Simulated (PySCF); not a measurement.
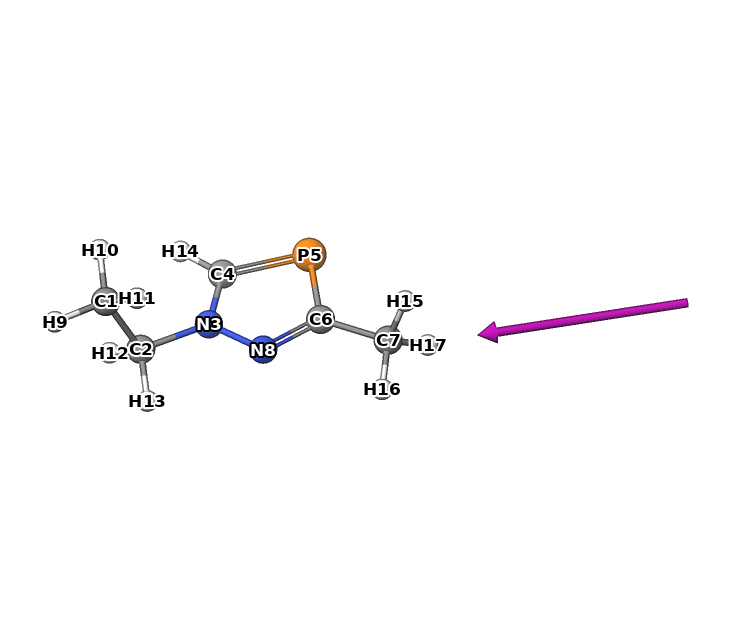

The arrow beside the molecule shows the direction of the dipole moment, from the negative to the positive end (its length means nothing). The geometry was computed by an optimisation with GFN2-xTB. No frequency run is at hand to confirm it as a minimum. Method: PBE0/pcSseg-1, gas phase (PySCF 2.14.0).

Estimate the dipole moment.

2.60 D; it points from the side of H17 to the side of H9 (the outermost atoms at the two ends).

The geometry is semi-empirical. Around P such bond lengths and angles can be off by a tenth of an ångström or more and by several degrees, and values that hang on the shape move with them.
